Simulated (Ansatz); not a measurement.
# Al₂H₄ (singlet): wave-function methods side by side at distance Al1–Al2 = 2.887 Å, cc-pVDZ

Aim: climb from Hartree-Fock through coupled cluster and multireference methods for Al₂H₄ (singlet) at one geometry and basis, and see what each rung misses.

The runs use Ansatz 0.2.0, Gaussian basis; cc-pVDZ, core rule «outside noble gas», up to 10 orbitals frozen.

To be run: UHF; CCSD(T) on RHF; BCCD(T) on RHF; CISD; CCSDT(Q) on RHF; CCSDTQ on RHF; CASSCF and MRCISD+Q, 2 electrons in 2 orbitals; CASSCF and NEVPT2, 2 electrons in 2 orbitals.

## 1. What is computed

The geometry derives from a PBE0/def2-TZVP stationary point (not a proven minimum). One bond is set to the value named and the two fragments are kept rigid.

6 atoms, charge 0, spin multiplicity 1.

Atoms are counted from 1 here; the program's logs count them from 0.

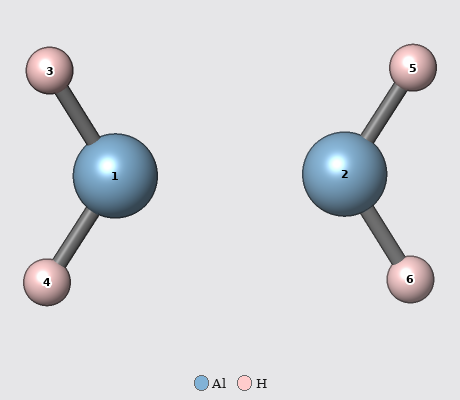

The geometry (aluminium light blue, hydrogen pink); atoms are numbered from 1 in the order of the file.

## 2. UHF

in.yaml reads:

```yaml
crystal:
  periodic: [false, false, false]
  atoms:
    - {symbol: Al, position_ang: [0.000000, 0.000000, 1.443500]}
    - {symbol: Al, position_ang: [0.000000, 0.000000, -1.443500]}
    - {symbol: H, position_ang: [0.000000, 1.353331, 2.287315]}
    - {symbol: H, position_ang: [0.000000, -1.353331, 2.287315]}
    - {symbol: H, position_ang: [0.000000, 1.353331, -2.287315]}
    - {symbol: H, position_ang: [0.000000, -1.353331, -2.287315]}
basis:
  gaussian: {orbitals: cc-pVDZ}
magnetization: {spin_polarized: true, initial_magnetization: 0}
hamiltonian: {xc: hf}
output: {orbitals: {seedname: orbitals}}
```

On the command line:

```
$ ansatz run in.yaml --threads 1 --pin off --events-out ev --progress --plain --max-ram 4096MiB --backend cpu
```

Further steps of the session: CCSD(T) on RHF; BCCD(T) on RHF; CISD; CCSDT(Q) on RHF; CCSDTQ on RHF; CASSCF and MRCISD+Q, 2 electrons in 2 orbitals; CASSCF and NEVPT2, 2 electrons in 2 orbitals.

Q: Predict the results of all the runs planned. Wanted: RCCSDTQ from the RHF energy; RMP2 from RCCSDTQ; RCCSD from RCCSDTQ; RCCSD(T) from RCCSDTQ; RCCSDT(Q) from RCCSDTQ; NEVPT2 pair from RCCSDTQ; MRCISD+Q pair from RCCSDTQ; T1 diagnostic.

The runs gave:

| quantity | value |
| --- | --- |
| RCCSDTQ from the RHF energy | -4.8338 eV |
| RMP2 from RCCSDTQ | +1237.2 meV |
| RCCSD from RCCSDTQ | +117.6 meV |
| RCCSD(T) from RCCSDTQ | +31.1 meV |
| RCCSDT(Q) from RCCSDTQ | +0.9 meV |
| NEVPT2 pair from RCCSDTQ | +1247.4 meV |
| MRCISD+Q pair from RCCSDTQ | +2.9 meV |
| levels within 1 kcal/mol (43 meV) | RCCSD(T), BCCD(T), RCCSDT, RCCSDT(Q), MRCISD+Q pair |
| T1 diagnostic | 0.011 |

RCCSD(T) lands +31.1 meV from the yardstick (0.6 % of the correlation energy). Of the multireference levels listed MRCISD+Q pair comes nearest in total energy (+2.9 meV), which doesn't show that its space is the better one. These misses are within one basis, not against nature.
